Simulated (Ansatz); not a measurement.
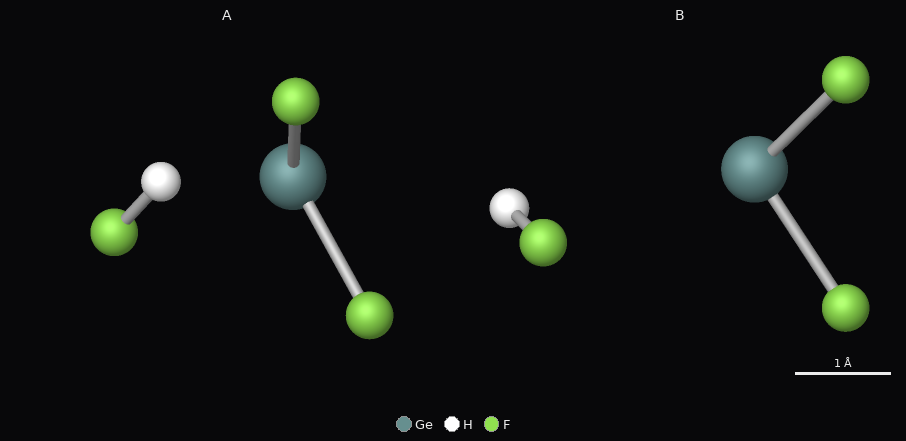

Two geometries of GeHF₃, drawn at one scale. One is the start of a relaxation, the other its converged end. A ball-and-stick model, seen at a tilt.

Theory: RKS PBE0/def2-SVP in Ansatz. Set-up: no spin polarisation; force threshold 0.03 eV/Å; at most 50 steps.

Which geometry has the lower energy?

Structure A is the relaxed one. The run prepares an end point of a later path (reaction) calculation, from a guessed geometry. The H atom moves most after the best rigid fit: 1.32 Å. By element the largest moves are H 1.32 Å, F 1.06 Å, Ge 0.35 Å. Among the contacts that change: F–Ge 2.871 → 2.338 Å, Ge–H 2.755 → 2.332 Å, F–Ge 1.747 → 1.816 Å, F–H 0.922 → 0.951 Å. Bond angles that change, for instance: F–Ge–F 98.9° → 95.2°. After 27 accepted moves (34 points after the start) the energy has fallen by 41.1 kJ/mol. Largest force component: 0.2 eV/Å at the start, 0.019 eV/Å at the end. The line search rejected the trial steps at points 1, 6, 11, 14, 17, 21, 30 of the run. The forces were under the threshold at step 9, but the run went on from there.

Limits of the set-up: the start holds two separate molecules, 2.8 Å apart at their closest, whose relative position is a soft coordinate and is computed without a dispersion correction.
